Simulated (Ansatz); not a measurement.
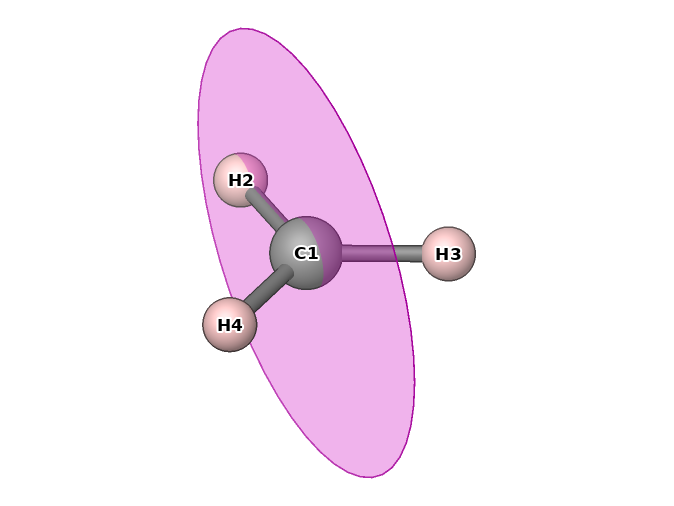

A disc through the centre of mass is drawn in. Atoms fade into the background with distance from the viewer. State: neutral, doublet. Computed geometry: PBE0-D4/def2-TZVP optimisation.

Is the plane of the disc a mirror plane of the structure?

Answer. Yes. The reflection leaves C1, H2 in place and moves H3 ↔ H4. The point group is D3h.
